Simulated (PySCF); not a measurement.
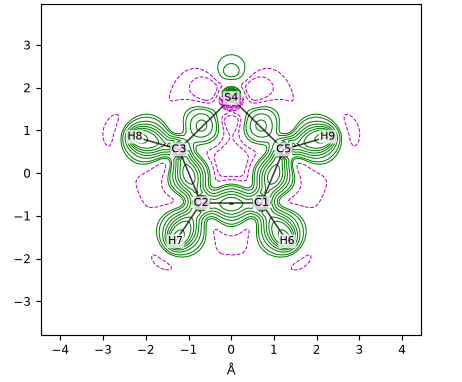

C$_{4}$H$_{4}$S, SMILES `c1ccsc1`. Deformation density (molecule less spherical, spin-averaged free atoms) in the molecular plane; contours at ±0.05 to ±0.8 e/Å³; solid green lines: gain, dashed magenta lines: loss.

PySCF calculation, TPSS/def2-TZVP, gas phase; geometry: GFN2-xTB. No frequency check shows the geometry to be a minimum. GFN2-xTB bond lengths at metals and heavier atoms can be off by up to 0.1 Å and shapes distorted, which carries into these values.

Coordinates in Å:

```
C1       1.2655    0.7073    0.0000
C2       1.2656   -0.7072    0.0000
C3       0.0126   -1.2258    0.0000
S4      -1.1929   -0.0000    0.0000
C5       0.0125    1.2258    0.0000
H6       2.1593    1.3051    0.0000
H7       2.1594   -1.3049    0.0000
H8      -0.2847   -2.2555    0.0000
H9      -0.2849    2.2554    0.0000
```

How much density has each bond in this plane gained at its critical point, relative to the free atoms?

C3–H8 and C5–H9: +0.75 e/Å³ at the bond critical point (bond length 1.07 Å, Mayer order 0.9). C1–H6 and C2–H7: +0.74 e/Å³ at the bond critical point (bond length 1.07 Å, Mayer order 1.0). C2–C3 and C1–C5: +0.68 e/Å³ at the bond critical point (bond length 1.36 Å, Mayer order 1.6). C1–C2: +0.60 e/Å³ at the bond critical point (bond length 1.42 Å, Mayer order 1.3). S4–C5 and C3–S4: +0.33 e/Å³ at the bond critical point (bond length 1.72 Å, Mayer order 1.2). In all, 2.0 electrons gather in the regions of gain relative to the promolecule.

Where do the Hirshfeld charges lie?

The highest Hirshfeld charge is on S4 (+0.09 e), the lowest on C3 and C5 (−0.08 e).

```csv
atom,charge (e)
C1,−0.07
C2,−0.07
C3,−0.08
S4,+0.09
C5,−0.08
H6,+0.05
H7,+0.05
H8,+0.05
H9,+0.05
```
